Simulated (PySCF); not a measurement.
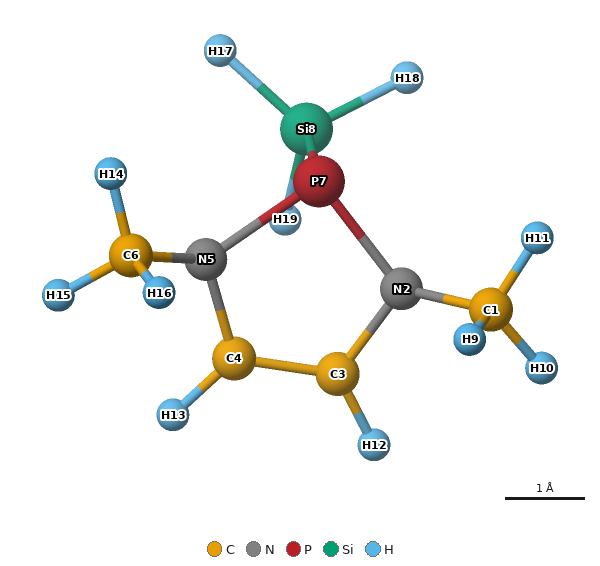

Figure 1. The structure (ball-and-stick view, seen at a tilt; atoms are numbered from 1 in the order of the input). Bond lengths as drawn: C–C 1.35 Å, C–H 1.09 to 1.11 Å, C–N 1.41 to 1.45 Å, H–Si 1.49 to 1.50 Å, N–P 1.76 Å and P–Si 2.29 Å.

## C4H11N2PSi: a changed input and its effect

System: C4H11N2PSi.
Method of run 1: GIAO WP04/pcSseg-1 NMR shielding, non-relativistic, gas phase (PySCF 2.14.0).

The geometry comes from this level: PBE0-D3(BJ)/def2-SVP. Text and figures count atoms from 1; the logs count them from 0 in places.

## The input, run 1
```
{"job": {"kind": "nmr", "xc": "WP04", "basis": "pcSseg-1", "pop": false}, "charge": 0, "multiplicity": 1}
C      2.100773    -1.110998    -1.049598
N      0.966763    -0.823653    -0.195549
C      1.173285     0.022055     0.913823
C      0.267558     1.006262     1.060483
N     -0.747582     1.037285     0.083337
C     -1.059122     2.309876    -0.534056
P     -0.606296    -0.431850    -0.869995
Si    -1.822576    -1.754766     0.546707
H      2.505696    -0.217136    -1.563291
H      2.909943    -1.552275    -0.446072
H      1.816924    -1.850483    -1.811388
H      2.014457    -0.172346     1.583289
H      0.254751     1.743865     1.866350
H     -1.927305     2.200075    -1.198882
H     -1.331086     3.038119     0.246897
H     -0.221195     2.734280    -1.121007
H     -3.270214    -1.398917     0.410147
H     -1.643567    -3.185849     0.145928
H     -1.393822    -1.574762     1.965049
```

The first line tells a small driver script what to run in PySCF; the rest is the geometry in Å.

Launched with:
```bash
OMP_NUM_THREADS=1 python <driver script> task.json out
```

Hardware: 1 CPU thread, shared host.

## Output (run 1)
```
coarse grid: 16536 points
cycle   1  E = -912.4396478835  dE =  7.508e-01  |g| = 6.578e-01  |ddm| = 4.038e+00
cycle   2  E = -912.3063314276  dE =  1.333e-01  |g| = 9.840e-01  |ddm| = 1.639e+00
cycle   3  E = -912.5387328062  dE = -2.324e-01  |g| = 1.733e-01  |ddm| = 1.191e+00
cycle   4  E = -912.5445288410  dE = -5.796e-03  |g| = 4.606e-02  |ddm| = 1.572e-01
cycle   5  E = -912.5449852079  dE = -4.564e-04  |g| = 1.249e-02  |ddm| = 4.625e-02
cycle   6  E = -912.5450182441  dE = -3.304e-05  |g| = 3.798e-03  |ddm| = 1.781e-02
cycle   7  E = -912.5450223086  dE = -4.064e-06  |g| = 8.191e-04  |ddm| = 5.348e-03
final grid: 149760 points
cycle   8  E = -912.6066044195  dE = -4.591e-05  |g| = 7.866e-03  |ddm| = 2.937e-02
cycle   9  E = -912.6065923581  dE =  1.206e-05  |g| = 1.044e-02  |ddm| = 1.532e-02
cycle  10  E = -912.6066184129  dE = -2.605e-05  |g| = 2.673e-03  |ddm| = 1.034e-02
cycle  11  E = -912.6066201127  dE = -1.700e-06  |g| = 4.494e-04  |ddm| = 2.685e-03
cycle  12  E = -912.6066201537  dE = -4.100e-08  |g| = 2.146e-04  |ddm| = 6.185e-04
cycle  13  E = -912.6066201632  dE = -9.517e-09  |g| = 5.801e-05  |ddm| = 1.934e-04
cycle  14  E = -912.6066201639  dE = -7.108e-10  |g| = 1.046e-05  |ddm| = 6.975e-05
converged SCF energy = -912.6066201639

GIAO shielding tensors (ppm)
atom      isotropic    diamagn.    paramagn.     s11        s22        s33       span
  0 C      130.471     243.482    -113.010    109.926    111.856    169.631     59.705
  1 N      191.780     334.955    -143.175    135.023    153.713    286.605    151.582
  2 C       41.340     255.459    -214.119    -50.877     74.341    100.556    151.432
  3 C       41.139     255.447    -214.308    -51.313     73.947    100.784    152.096
  4 N      191.770     335.022    -143.251    134.563    153.285    287.463    152.899
  5 C      130.582     243.453    -112.872    110.025    112.056    169.664     59.639
  6 P      162.980     973.121    -810.141     43.607    211.328    234.005    190.398
  7 Si     412.195     882.680    -470.485    399.010    400.984    436.591     37.581
  8 H       29.213      29.729      -0.516     25.048     27.188     35.405     10.356
  9 H       29.095      28.531       0.563     24.842     27.072     35.370     10.528
 10 H       29.256      29.390      -0.134     25.051     27.063     35.654     10.603
 11 H       26.258      33.080      -6.822     24.313     26.923     27.538      3.226
 12 H       26.245      33.087      -6.842     24.321     26.917     27.498      3.177
 13 H       29.252      29.401      -0.150     25.043     27.065     35.646     10.603
 14 H       29.087      28.534       0.553     24.832     27.067     35.362     10.530
 15 H       29.209      29.713      -0.504     25.039     27.174     35.413     10.374
 16 H       28.698      29.963      -1.265     25.628     26.822     33.643      8.015
 17 H       28.692      29.943      -1.251     25.623     26.794     33.659      8.036
 18 H       28.043      30.890      -2.847     23.766     28.434     31.929      8.164
```

For run 2 the input was changed thus:
```diff
-"xc": "WP04"
+"xc": "PBE0"
-"pop": false
```

Predict how the results change.

The total energies belong to different methods, so their difference says nothing on which is more stable or more accurate. The HOMO goes from −6.28 to −5.16 eV. The LUMO goes from −2.00 to −0.16 eV. The dipole moment goes from 1.59 to 1.74 D. Of all shieldings, the largest change is that of P7, by +44.8 ppm. The functional changes from WP04 to PBE0. Exact exchange removes part of the self-interaction error of semilocal functionals, which pushes filled and empty levels apart. The SCF takes 13 iterations against 14.

## Output (run 2)
```
coarse grid: 16536 points
cycle   1  E = -898.6618976540  dE =  8.992e-01  |g| = 3.245e-01  |ddm| = 4.009e+00
cycle   2  E = -898.6621356230  dE = -2.380e-04  |g| = 3.307e-01  |ddm| = 6.974e-01
cycle   3  E = -898.6881670953  dE = -2.603e-02  |g| = 7.756e-02  |ddm| = 4.091e-01
cycle   4  E = -898.6893204090  dE = -1.153e-03  |g| = 2.698e-02  |ddm| = 8.382e-02
cycle   5  E = -898.6894664409  dE = -1.460e-04  |g| = 6.672e-03  |ddm| = 2.474e-02
cycle   6  E = -898.6894760457  dE = -9.605e-06  |g| = 1.629e-03  |ddm| = 8.684e-03
final grid: 149760 points
cycle   7  E = -898.7331125900  dE = -2.522e-05  |g| = 7.907e-03  |ddm| = 2.577e-02
cycle   8  E = -898.7331033339  dE =  9.256e-06  |g| = 9.998e-03  |ddm| = 1.772e-02
cycle   9  E = -898.7331282099  dE = -2.488e-05  |g| = 1.450e-03  |ddm| = 1.079e-02
cycle  10  E = -898.7331286584  dE = -4.485e-07  |g| = 3.291e-04  |ddm| = 1.463e-03
cycle  11  E = -898.7331286795  dE = -2.119e-08  |g| = 1.593e-04  |ddm| = 4.558e-04
cycle  12  E = -898.7331286851  dE = -5.512e-09  |g| = 3.044e-05  |ddm| = 1.499e-04
cycle  13  E = -898.7331286853  dE = -2.224e-10  |g| = 7.974e-06  |ddm| = 4.715e-05
converged SCF energy = -898.7331286853

GIAO shielding tensors (ppm)
atom      isotropic    diamagn.    paramagn.     s11        s22        s33       span
  0 C      143.517     242.642     -99.125    122.623    123.979    183.949     61.326
  1 N      211.962     332.598    -120.635    151.786    170.673    313.428    161.641
  2 C       53.193     254.124    -200.931    -39.804     88.822    110.562    150.366
  3 C       52.978     254.115    -201.137    -40.249     88.352    110.830    151.079
  4 N      211.912     332.663    -120.751    151.278    170.212    314.246    162.967
  5 C      143.645     242.608     -98.962    122.726    124.224    183.986     61.260
  6 P      207.775     968.977    -761.202     90.021    265.871    267.432    177.411
  7 Si     438.335     880.632    -442.297    419.902    430.135    464.967     45.065
  8 H       28.920      28.905       0.015     24.496     26.748     35.516     11.021
  9 H       28.714      28.350       0.363     24.061     26.604     35.476     11.415
 10 H       28.828      28.934      -0.106     24.244     26.490     35.749     11.504
 11 H       25.752      32.190      -6.438     23.705     26.154     27.398      3.693
 12 H       25.739      32.194      -6.455     23.714     26.150     27.352      3.638
 13 H       28.823      28.940      -0.118     24.236     26.492     35.739     11.503
 14 H       28.706      28.348       0.358     24.050     26.601     35.467     11.417
 15 H       28.915      28.891       0.024     24.484     26.733     35.526     11.042
 16 H       27.884      29.068      -1.184     24.500     25.906     33.246      8.746
 17 H       27.879      29.053      -1.174     24.494     25.877     33.265      8.771
 18 H       27.118      29.439      -2.321     22.491     27.629     31.233      8.742
```

## The two runs side by side

```tsv
quantity	run 1	run 2
outcome	converged	converged
total energy (hartree)	−912.606620	−898.733129
HOMO (eV)	−6.28	−5.16
LUMO (eV)	−2.00	−0.16
dipole moment (D)	1.59	1.74
shielding of C1 (ppm)	130.5	143.5
shielding of N2 (ppm)	191.8	212.0
shielding of C3 (ppm)	41.3	53.2
shielding of N5 (ppm)	191.8	211.9
shielding of C6 (ppm)	130.6	143.6
shielding of P7 (ppm)	163.0	207.8
shielding of Si8 (ppm)	412.2	438.3
SCF iterations	14	13
basis functions	205	205
wall time (shared host)	32 s	39 s
```
